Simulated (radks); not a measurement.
Atomic calculation for Kr⁵⁺

System: the krypton ion Kr⁵⁺ in the configuration [Ar] 3d10 4s2 4p1.
Method: scalar-relativistic Kohn-Sham, SCAN, spin-unpolarised, spherical densities, finite nucleus (the in-house radial solver radks).

Key numbers:

- outcome: converged
- total energy: −2783.9430 hartree
- kinetic energy: 2847.9796 hartree
- electron–nucleus energy: −6630.0384 hartree
- Hartree energy: 1092.9793 hartree
- exchange–correlation energy: −94.863587 hartree
- radius at density 0.001 e/bohr³: 2.84 bohr
- SCF iterations: 19
- hardware: 1 CPU thread, shared host

Input:
```
Z 36
configuration [Ar] 3d10 4s2 4p1
relativity scalar-relativistic
functional scan,scan
spin unpolarised
nucleus finite rms 4.1884 fm
c 137.035999084
```

Energies in input and log are in hartree, lengths in bohr (the nuclear radius in fm).

The program's output:
```
1s      1   2.0000        -524.45954175
2s      1   2.0000         -71.85812361
2p      1   6.0000         -63.76453800
3s      1   2.0000         -12.67338751
3p      1   6.0000         -10.06032385
3d      1  10.0000          -5.75850673
4s      1   2.0000          -3.23573621
4p      1   1.0000          -2.58036405
Etot -2783.942980146195
Ekin 2847.9796118681816
Encl -6630.038354650626
Eh 1092.9793495234576
Exc -94.86358688720802
err 1.5794081204272139e-06
it 19
```

Orbitals:

```tsv
orbital	occupation	energy (eV)	⟨r⟩ (bohr)	outer maximum (bohr)
1s	2	−14271.3	0.04149	0.0271
2s	2	−1955.4	0.1833	0.154
2p	6	−1735.1	0.1601	0.123
3s	2	−344.860	0.5282	0.466
3p	6	−273.755	0.5383	0.463
3d	10	−156.697	0.5497	0.412
4s	2	−88.049	1.399	1.26
4p	1	−70.215	1.537	1.39
```

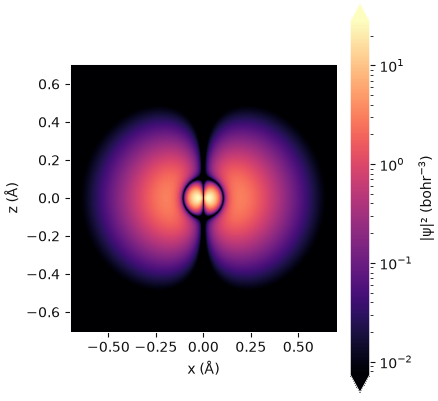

The 3p(x) orbital. In the xz plane through the nucleus, the colour gives |ψ|² on a logarithmic scale. (1 bohr = 0.529 Å.) The radial function comes from the spherical calculation and is multiplied by a real spherical harmonic; the overall sign is chosen so that the largest lobe of P(r) is positive; at the scalar-relativistic level it is the large component. It has the nodal plane yz and 1 radial node, at r = 0.200 bohr. The outermost maximum of P² lies at 0.463 bohr, ⟨r⟩ = 0.538 bohr, 90 % of the charge lies within 0.819 bohr, and the eigenvalue is −273.8 eV, with 6 electrons in the shell.

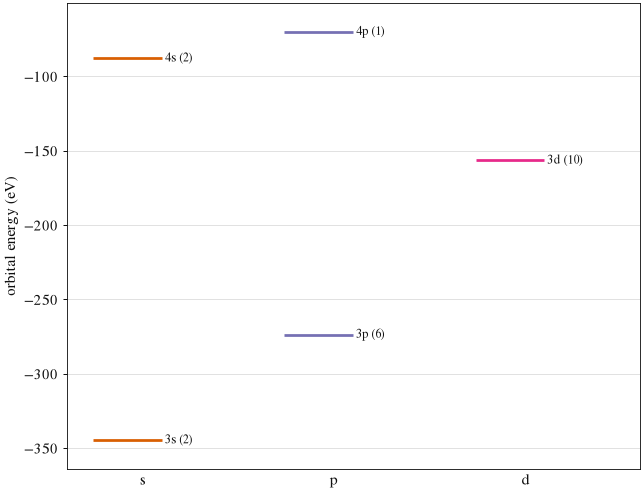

The outer levels are drawn by angular momentum (occupations in brackets). The highest occupied level is 4p at −70.2 eV. From the top down the occupied levels run 4p (−70.2 eV), 4s (−88.0 eV), 3d (−156.7 eV), 3p (−273.8 eV), 3s (−344.9 eV). The semi-empirical ionisation energy (NIST) is 78.5 eV; minus the highest level, 70.2 eV, lies 11 % below it, as is usual for a semilocal functional, whose potential decays too fast.

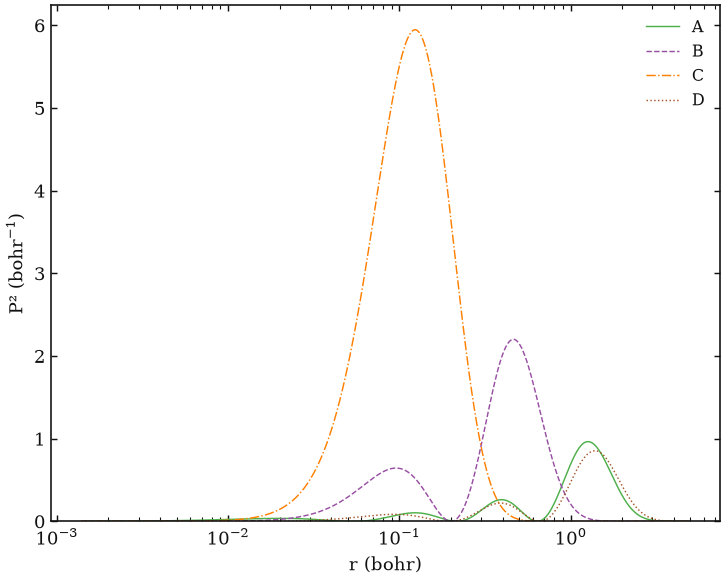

The radial probability densities P² of 4s, 2p, 3p and 4p. A is 4s; B is 3p; C is 2p; D is 4p. 2p: outer maximum at 0.123 bohr, ⟨r⟩ = 0.160 bohr, 0 nodes, eigenvalue −1735 eV; 3p: outer maximum at 0.463 bohr, ⟨r⟩ = 0.538 bohr, 1 node, eigenvalue −273.8 eV; 4s: outer maximum at 1.26 bohr, ⟨r⟩ = 1.40 bohr, 3 nodes, eigenvalue −88.0 eV; 4p: outer maximum at 1.39 bohr, ⟨r⟩ = 1.54 bohr, 2 nodes, eigenvalue −70.2 eV.
